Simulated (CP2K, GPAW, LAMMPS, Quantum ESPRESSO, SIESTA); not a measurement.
# Which run comes nearest? Amorphous carbon (220 atoms)

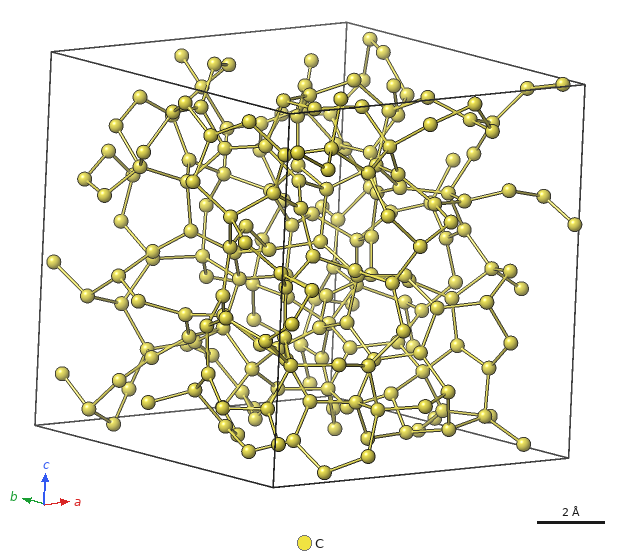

The cell (carbon yellow). Some periodic images of atoms are drawn too.

Density of this cell: 2.92 g/cm³. The cell holds 220 atoms: 220 C. Its edges and angles: a = 11.455 Å, b = 11.455 Å, c = 11.455 Å, α = 90.0°, β = 90.0°, γ = 90.0°. 220 atoms (220 C) placed at random at 2.92 g/cm³, melted at 6000 K for 10 ps at fixed volume with the Tersoff potential (Tersoff, Phys. Rev. B 39, 5566 (1989)). Quenched from 6000 K to 300 K at 100 K/ps and fixed volume, held 5 ps, then minimised at fixed cell.

Geometry: as built.

The reference, a calculation:

* method: Kohn-Sham DFT, PBE, SSSP efficiency 1.3.0 pseudopotentials, plane waves (Quantum ESPRESSO 7.5); sssp-pbe-1.3.0-efficiency, cutoffs 45/360 Ry, Γ point
* r.m.s. force component: 1.247 eV/Å
* longest force: 4.825 eV/Å
* pressure: -1.802 GPa
* time: 5.1 min on 4 MPI ranks of Arm Neoverse V1, shared host
* CPU time: 20 min

Runs, in no order:
A. GPAW PBE, LCAO szp(dzp), h 0.2 Å: Kohn-Sham DFT, PBE, PAW, atomic orbitals (szp(dzp))
B. GPAW PBE, LCAO dzp, h 0.2 Å: Kohn-Sham DFT, PBE, PAW, atomic orbitals (dzp)
C. SIESTA PBE, SZ, shift 0.01 Ry, mesh 300 Ry: Kohn-Sham DFT, PBE, PseudoDojo 0.4.1 norm-conserving pseudopotentials (converted to PSML), numerical atomic orbitals (SZ), diagonalisation
D. CP2K PBE, DZVP-MOLOPT-SR, 450/50 Ry, diagonalisation: Kohn-Sham DFT, PBE, GTH-PBE pseudopotentials, Gaussian and plane waves, DZVP-MOLOPT-SR-GTH, diagonalisation

Q: Order them from the smallest to the largest r.m.s. force difference.

D, B, A, C.

| run | Δ force, r.m.s. (meV/Å) | share of r.m.s. force (%) | CPU time |
| --- | --- | --- | --- |
| D. CP2K PBE, DZVP-MOLOPT-SR, 450/50 Ry, diagonalisation | 23.9 | 1.92 | 23 min |
| B. GPAW PBE, LCAO dzp, h 0.2 Å | 115 | 9.22 | 39 min |
| A. GPAW PBE, LCAO szp(dzp), h 0.2 Å | 371 | 29.8 | 21 min |
| C. SIESTA PBE, SZ, shift 0.01 Ry, mesh 300 Ry | 753 | 60.4 | 3.4 min |

The network of bonds at the start is that of the classical potential that made the cell, and needn't be the one that DFT or experiment would give. The electronic-structure runs sample only Γ, in a cell whose shortest periodic width is 11 Å, which is coarse for a cell with partly filled levels.

[Hosts, paths, dates, database ids (printed as entryN), source tags and the programs' standing remarks are cut or masked in the printed files.]
